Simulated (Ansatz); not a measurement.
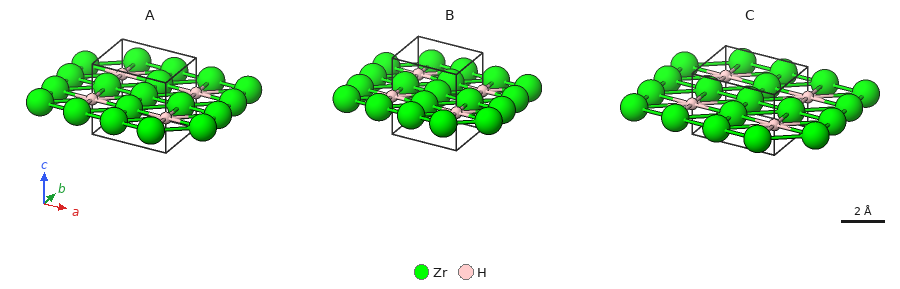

3 geometries from one relaxation of crystalline Zr₃H (a generated structure, set up in P6/mmm) (coarse preliminary run), in shuffled order. The picture is a ball-and-stick view of the cell of the calculation, seen from a free direction.

Theory: DFT PBE, scalar-relativistic, plane waves, PAW in Ansatz 0.2.0. (plane-wave cutoff 420 eV; k-point mesh 6 × 6 × 6; occupations gaussian; smearing width 0.1 eV; no spin polarisation; cell and atoms relaxed; force threshold 0.04 eV/Å; at most 70 steps)

> Order the frames from highest to lowest energy.

B, A, C. They are steps 0, 3, 12, at +2229 meV per atom, +376 meV per atom relative to the last. Over 9 accepted moves (12 points after the start) the energy falls by 2229 meV per atom. All forces vanish by symmetry, so only the cell relaxes. Pressure: 73.29 GPa at the start and 0.06 GPa at the end. The line search rejected the trial step at point 9 of the run. The SCF was repeated twice at an unchanged geometry on a basis and grid sized afresh for the cell, which shifted the energy by 24.8 meV per atom at most. The atoms keep their places relative to the cell (all moves are under 0.005 Å). The volume changes by +30.1 %, with a = b 4.430 → 5.663 Å (+27.8 %), c 3.726 → 2.967 Å (−20.4 %). Some distances before and after: Zr–Zr 3.726 → 2.967 Å, Zr–Zr 2.215 → 2.831 Å, H–Zr 2.215 → 2.831 Å. The space group stays P6/mmm (No. 191). The run took 68 s on 1 thread of Intel(R) Xeon(R) Processor @ 2.50GHz (Skylake/Cascade Lake) (shared host), peak memory 0.39 GiB.
